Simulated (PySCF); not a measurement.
# C₆H₃Al (Al(CCH)3): what the fields show

Input file:

```
{"job": {"kind": "nmr", "xc": "PBE0", "basis": {"default": "pcSseg-1", "Al": "pcSseg-2"}}, "charge": 0, "multiplicity": 1}
Al     0.004415    -0.004746    -0.006342
C      1.905401    -0.017767    -0.024403
C      3.126455    -0.027806    -0.035331
H      4.202790    -0.036716    -0.046048
C     -0.932978     1.648898    -0.001569
C     -1.531355     2.713304     0.009940
H     -2.059370     3.651271     0.019057
C     -0.944528    -1.651824     0.006972
C     -1.554262    -2.709587     0.030258
H     -2.091918    -3.641797     0.051887
```

Command:

```sh
OMP_NUM_THREADS=1 python probes_run.py task.json out
```

Geometry: PBE0-D3(BJ)/def2-SVP.

The calculation used PySCF, PBE0/pcSseg-1 Al:pcSseg-2, SCF density, gas phase, non-relativistic.

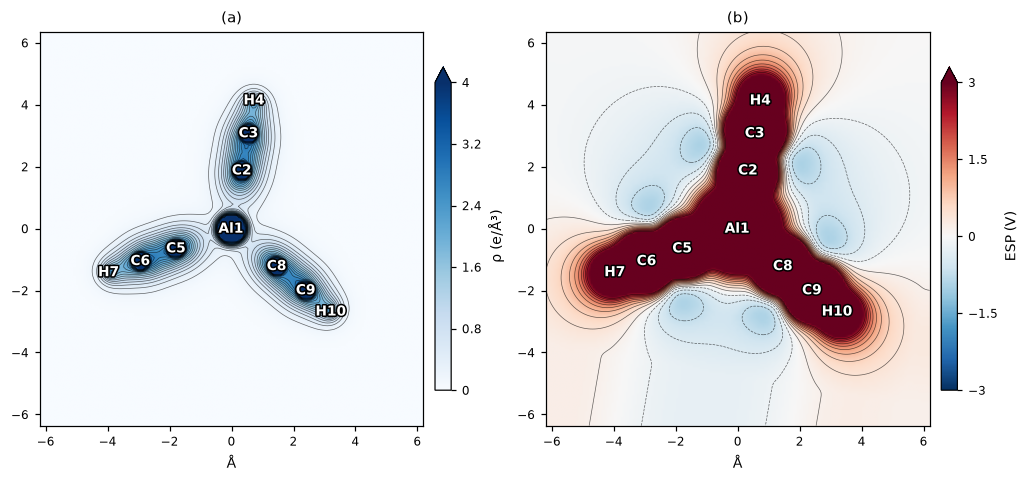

Figure 1. (a) total electron density; (b) electrostatic potential on the molecular plane.

What do the fields say about this system?

The plane passes through Al, C and H nuclei.
C–C (1.22 Å): ρ is about 2.7 e/Å³ halfway.
C–Al (1.90 Å): ρ is about 0.76 e/Å³ halfway.
C–H (1.08 Å): ρ at the midpoint is about 2.1 e/Å³.
Outside the dense part of the molecule the potential is most negative (−0.9 V) near C2, C5 and C8.

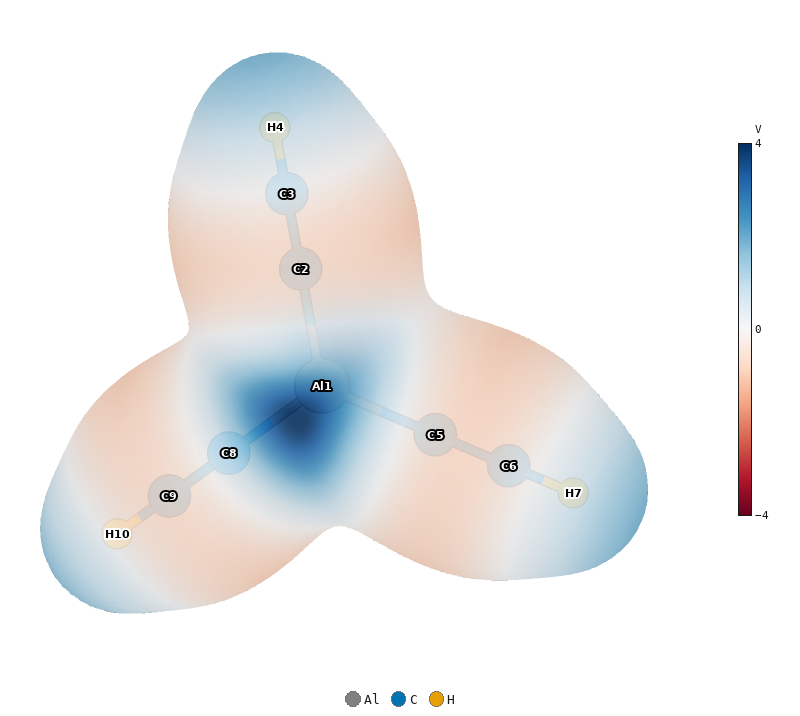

Figure 2. The electrostatic potential painted on the density surface at 0.002 e/bohr³, seen at a tilt; red is negative and blue positive.

Describe the electrostatic potential map.

The most negative region (about −0.9 V) lies over the C atoms, the most positive (about +3.8 V) over Al1.

What dipole moment does the calculation give?

Its dipole moment is 0.04 D.
